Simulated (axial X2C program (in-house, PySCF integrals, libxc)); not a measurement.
## Relativistic diatomic calculation, with input and output: ScS

ScS, single determinant with M_S = 1/2 and |Λ| = 0. Computed at this level: PBE0, spin-free X2C-1e, Sc dyall-v3z, S dyall-v3z (cores contracted) (axial X2C program (in-house, PySCF integrals, libxc)).

## Input file
```
{"zs": [21, 16], "q": 0, "bas": ["dyall-v3z", "dyall-v3z"], "levels": ["PBE0", "HF", "PBE", "TPSSh"], "cc": false, "r0": 2.1, "npts": 10, "nst": 2, "ntry": 6, "opt": {"auxb": 6.0}}
```

The line is the task of a batch: nuclear charges, charge, bases, the levels to run, a first guess of the distance and further settings. This report covers PBE0 without spin-orbit coupling. The log is that of the reference distance 2.197 Å, started from orbitals converged before.

Hardware: 1 thread of Arm Neoverse N1, 54 GiB of memory available, shared host.

Launched within a batch (the task file carries these settings):
```bash
python <driver script> task.json out
```

## The program's output
```
spin-free X2C-1e  PBE0
basis functions 170  fitting functions 438  grid points 5080
iter        total energy     max residual
   1      -1163.670593439     1.76e-05
   2      -1163.670593463     1.98e-05
   3      -1163.670593476     1.71e-05
   4      -1163.670593479     1.49e-05
converged
one-electron -1760.12974036  Coulomb 580.29588031  exact exchange -15.79221692  xc functional -48.97466802  nuclear repulsion 80.93015151
```

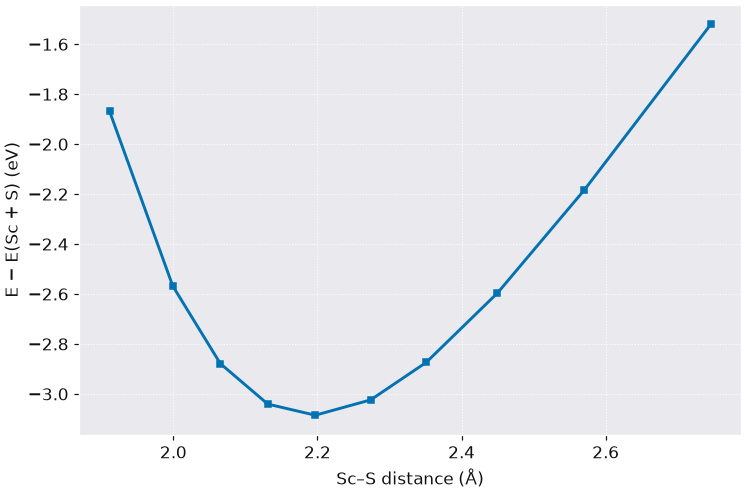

*Energy at 10 bond lengths, for one set of occupations held fixed; the line joins the points.*

A polynomial of degree 6 through 9 points gives rₑ = 2.193 Å, ωₑ = 555.5 cm⁻¹, ωₑxₑ = 2.1 cm⁻¹ and Bₑ = 0.1876 cm⁻¹. The minimum lies 3.09 eV below Sc + S, each computed as one determinant at the same level.

## Outcome

```
                    quantity                value
                     outcome            converged
              bond length rₑ              2.193 Å
                          ωₑ           555.5 cm⁻¹
       energy at the minimum  −1163.67060 hartree
   depth below the fragments              3.09 eV
largest ⟨S²⟩ along the curve                 0.99
                   wall time                 15 s
                 peak memory             0.29 GiB
```

## What is odd here

One thing in this input was made odd on purpose: sparse fitting set (auxb = 6.0). The program ran to the end. Its numbers are those of the input as typed; this run alone doesn't show how far the oddity moves them. ⟨S²⟩ reaches 0.99 where a pure state of this multiplicity has 0.75, so the determinant is spin-contaminated.
